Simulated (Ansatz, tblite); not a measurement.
**C14H14F2O3S2: spin states and exact exchange**

Aim: set other spin states of C14H14F2O3S2 against its singlet, on many levels of theory.

Program: Ansatz 0.2.0, Gaussian basis. Level of theory: as each input shows. These are calculated values, not measurements.

Plan: triplet, at the geometry of the singlet (GFN1-xTB, GFN2-xTB, PBE0-D4/def2-TZVP, PBE-D4/def2-TZVP); the singlet's energies come from earlier runs.

### 1 The relaxed structure

The geometry is that of the singlet, from an earlier relaxation (PBE-D4/def2-SVP).

35 atoms, charge 0, spin multiplicity 1.

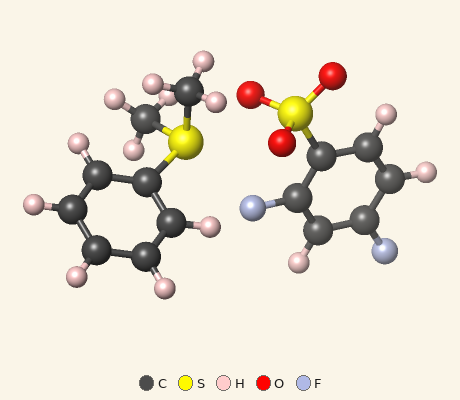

The structure; carbon dark grey, sulfur yellow, hydrogen pink, oxygen red, fluorine light blue.

### 2 Triplet at the fixed geometry, GFN1-xTB

Tight binding, by tblite at 300 K electronic temperature and without a spin-polarisation term:

```python
tblite.interface.Calculator('GFN1-xTB', numbers, positions, charge=0, uhf=2).singlepoint()
```

Energy -1867.1896 eV; 0.15 s.

### 3 Triplet at the fixed geometry, GFN2-xTB

Tight binding, by tblite at 300 K electronic temperature and without a spin-polarisation term:

```python
tblite.interface.Calculator('GFN2-xTB', numbers, positions, charge=0, uhf=2).singlepoint()
```

Energy -1770.4564 eV; 0.11 s.

### 4 Triplet at the fixed geometry, PBE0-D4/def2-TZVP

File in.yaml:

```yaml
crystal:
  periodic: [false, false, false]
  atoms:
    - {symbol: C, position_ang: [-0.332087, 2.680218, 0.670197]}
    - {symbol: S, position_ang: [-0.397417, 1.191380, -0.368756]}
    - {symbol: C, position_ang: [0.046374, 1.861093, -1.994398]}
    - {symbol: C, position_ang: [-2.196242, 0.982794, -0.509424]}
    - {symbol: C, position_ang: [-2.671254, -0.133111, 0.201296]}
    - {symbol: C, position_ang: [-4.046804, -0.410706, 0.197704]}
    - {symbol: C, position_ang: [-4.928152, 0.414771, -0.517495]}
    - {symbol: C, position_ang: [-4.440737, 1.525154, -1.228170]}
    - {symbol: C, position_ang: [-3.069204, 1.818437, -1.225035]}
    - {symbol: H, position_ang: [-0.493060, 2.305112, 1.697442]}
    - {symbol: H, position_ang: [0.707702, 3.042845, 0.583933]}
    - {symbol: H, position_ang: [-1.093816, 3.412766, 0.344547]}
    - {symbol: H, position_ang: [1.146041, 1.965820, -1.934215]}
    - {symbol: H, position_ang: [-0.228085, 1.097013, -2.745159]}
    - {symbol: H, position_ang: [-0.446689, 2.827362, -2.208833]}
    - {symbol: H, position_ang: [-1.955020, -0.765164, 0.750474]}
    - {symbol: H, position_ang: [-4.428989, -1.279650, 0.754016]}
    - {symbol: H, position_ang: [-6.006028, 0.192773, -0.523633]}
    - {symbol: H, position_ang: [-5.134393, 2.169405, -1.789445]}
    - {symbol: H, position_ang: [-2.694485, 2.692020, -1.779523]}
    - {symbol: O, position_ang: [0.705364, 0.220845, 2.000303]}
    - {symbol: S, position_ang: [2.089948, 0.413370, 1.436786]}
    - {symbol: O, position_ang: [3.115635, 0.904637, 2.386865]}
    - {symbol: O, position_ang: [2.057713, 1.193186, 0.120939]}
    - {symbol: C, position_ang: [2.635947, -1.248025, 0.947035]}
    - {symbol: C, position_ang: [3.842839, -1.743634, 1.462659]}
    - {symbol: C, position_ang: [4.312945, -3.018341, 1.117943]}
    - {symbol: C, position_ang: [3.549294, -3.796833, 0.240433]}
    - {symbol: F, position_ang: [3.980498, -5.023548, -0.105890]}
    - {symbol: C, position_ang: [2.338355, -3.336771, -0.293395]}
    - {symbol: C, position_ang: [1.898319, -2.060995, 0.071952]}
    - {symbol: F, position_ang: [0.729854, -1.629175, -0.447659]}
    - {symbol: H, position_ang: [4.400174, -1.088383, 2.148831]}
    - {symbol: H, position_ang: [5.256509, -3.416305, 1.516713]}
    - {symbol: H, position_ang: [1.748950, -3.960351, -0.979050]}
basis:
  gaussian: {orbitals: def2-TZVP, fitting: {mean_field: def2-universal-jkfit}}
magnetization: {spin_polarized: true, initial_magnetization: 2}
hamiltonian: {xc: pbe0, dispersion: d4}
scf: {omitted_lower_state_checks: [starts]}
output: {orbitals: {seedname: orbitals}}
```

The run is started by

```sh
> ansatz run in.yaml --threads 2 --pin off --events-out ev --progress --plain --max-ram 32768MiB --backend cuda --devices 0, --max-vram 18GiB
```

Log:

```text
Functional definition: PBE0
  name "PBE0"
  cite "Adamo & Barone, J. Chem. Phys. 110, 6158 (1999) doi:10.1063/1.478522"
  cite "Perdew, Burke & Ernzerhof, Phys. Rev. Lett. 77, 3865 (1996) doi:10.1103/PhysRevLett.77.3865"
  parent pbe
  parameter a = 0.25
  parameter kappa = 0.804
  parameter beta = 0.06672455060314922
  exchange = (1 - a)*pbe_x(kappa = kappa, mu = beta*pi^2/3) + a*exact_x
  correlation = pbe_c(beta = beta)
these checks for a lower state are left out or cut short: starts
1943 factors; integrals over basis functions are off by at most 1.6e0 eV
mean field evaluation 1: about -47922.0986 eV, gradient 9.3e1 eV
mean field evaluation 2: about -47747.1141 eV, gradient 2.0e2 eV
mean field evaluation 4: about -47951.3497 eV, gradient 4.0e1 eV
mean field evaluation 8: about -47960.3518 eV, gradient 1.7e0 eV
mean field evaluation 16: about -47960.3976 eV, gradient 7.5e-2 eV
mean field evaluation 32: about -47960.3985 eV, gradient 4.7e-5 eV
mean field -47960.39849933 eV, -1762.5121361246 hartree, gradient 8.8e-6 eV, S^2 2.064557; 0 other end points of the search recorded, 0 dependent functions left out
reference -47960.39855354 eV, -1762.5121381169 hartree; 87, 85 occupied and 660, 662 virtual orbitals, 1943 factors
Total energy: -47961.60587495 eV, -1762.5565063604 hartree
Checks for a lower state left out: starts
```

Wall time 17 s (1 × H100 (card shared with other runs) with 2 threads of AMD EPYC 7R13, shared host); peak host memory 1.4 GiB.

HOMO -4.31 eV, LUMO -5.69 eV (over both spins; with the spin held, an empty level of the minority spin lies below the top filled one); ⟨S²⟩ 2.065 (pure: 2.00).

### 5 Triplet at the fixed geometry, PBE-D4/def2-TZVP

start.molden holds the orbitals of an earlier run on this state, given as this run's starting guess.

Changes to in.yaml since step 4:

```diff
@@ -39,5 +39,5 @@
 basis:
-  gaussian: {orbitals: def2-TZVP, fitting: {mean_field: def2-universal-jkfit}}
+  gaussian: {orbitals: def2-TZVP, fitting: {mean_field: def2-universal-jkfit}, initial_orbitals: start.molden}
 magnetization: {spin_polarized: true, initial_magnetization: 2}
-hamiltonian: {xc: pbe0, dispersion: d4}
+hamiltonian: {xc: pbe, dispersion: d4}
 scf: {omitted_lower_state_checks: [starts]}
```

Same command.

Log:

```text
Functional definition: PBE
  name "PBE"
  cite "Perdew, Burke & Ernzerhof, Phys. Rev. Lett. 77, 3865 (1996) doi:10.1103/PhysRevLett.77.3865"
  parent pbe
  parameter kappa = 0.804
  parameter beta = 0.06672455060314922
  exchange = pbe_x(kappa = kappa, mu = beta*pi^2/3)
  correlation = pbe_c(beta = beta)
these checks for a lower state are left out or cut short: starts
1943 factors; integrals over basis functions are off by at most 1.6e0 eV
mean field evaluation 1: about -47957.4575 eV, gradient 1.5e1 eV
mean field evaluation 2: about -47957.9988 eV, gradient 8.0e-1 eV
mean field evaluation 4: about -47958.2319 eV, gradient 2.2e-1 eV
mean field evaluation 8: about -47958.2281 eV, gradient 2.6e-2 eV
mean field evaluation 16: about -47958.2283 eV, gradient 1.8e-5 eV
mean field -47958.22829315 eV, -1762.4323825185 hartree, gradient 2.3e-6 eV, S^2 2.014503; 0 other end points of the search recorded, 0 dependent functions left out
reference -47958.22836745 eV, -1762.4323852490 hartree; 87, 85 occupied and 660, 662 virtual orbitals, 1943 factors
Total energy: -47959.62427500 eV, -1762.4836839055 hartree
Checks for a lower state left out: starts
```

Run time: 20 s. Hardware: 1 × H100 (card shared with other runs) with 2 threads of AMD EPYC 7R13, shared host; peak host memory 1.3 GiB.

From the report: HOMO -2.53 eV, LUMO -6.16 eV (over both spins; with the spin held, an empty level of the minority spin lies below the top filled one); ⟨S²⟩ 2.015 (pure: 2.00).

### 6 Triplet less singlet, vertical

The singlet's energies are those of its earlier runs, whose logs aren't repeated here.

| level | triplet less singlet, vertical (kJ/mol) | time |
| --- | --- | --- |
| GFN1-xTB | +392.8 | 0.22 s |
| GFN2-xTB | +370.5 | 0.17 s |
| PBE-D4/def2-TZVP | +367.8 | 30 s |
| PBE0-D4/def2-TZVP | +387.8 | 21 s |

Times add the two runs; a level without a time comes out of a correlated run. Tight binding without a spin term can't rank spin states.

### 7 Outcome

```
                                                quantity                                       value
triplet less singlet, vertical, functionals in def2-TZVP  +367.8 (PBE-D4) to +387.8 kJ/mol (PBE0-D4)
```

What this shows: All functionals put the triplet above the singlet, over a spread of 20.0 kJ/mol. The checks for a lower triplet were left out, so another state of that spin may lie lower. These are electronic energies, without zero-point motion, entropy or surroundings.
